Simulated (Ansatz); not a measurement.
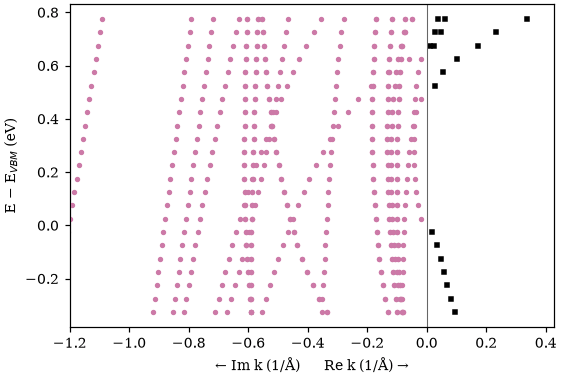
Complex bands at the centre of the two-dimensional zone; r2SCAN (Ansatz, a first-principles code)

The gap is the functional's own, uncorrected, and κ follows it; spin-orbit coupling is left out. Mid-gap means the computed energy nearest the middle.

Task: This is Bi2Te3 (R-3m, 5 atoms a cell, 33.7 Å³ an atom, 2 GPa at this level) along the normal of (110). Read off the slowest decay at the centre of the two-dimensional zone at 0.23 eV, the computed energy nearest the middle of the gap.

Result: κ ≈ 0.04 1/Å, a decay length 1/(2κ) of the density of 12 Å.
